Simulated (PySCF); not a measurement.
H₃IO₂Si, SMILES I[SiH](O)O, singlet, PBE0/def2-SVP optimised geometry. Atoms within 1.6 Å of the plane z = 0.8 Å (x, y, z in Å): Si1 (-0.72, -0.63, 0.00), O2 (-1.38, 0.89, 0.00), O3 (0.93, -0.63, 0.00), H5 (-1.11, -1.42, 1.18), H6 (-1.21, 1.42, 0.78), H7 (1.38, -0.29, -0.79).

Calculation: PBE0/def2-TZVP, def2 effective core potentials past Kr (PySCF). The core electrons that the potentials of I replace are not part of the density.

Map of the Laplacian of the electron density (e/bohr⁵), clipped to [-1.50, 1.50] on the plane z = 0.8 Å:

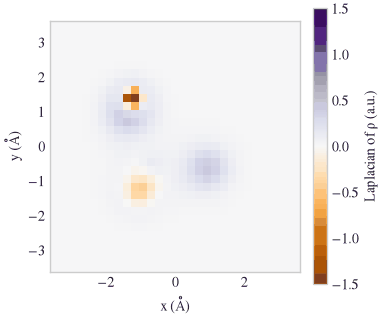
Figure: Laplacian of the electron density (e/bohr⁵), clipped to [-1.50, 1.50] on the plane z = 0.8 Å.
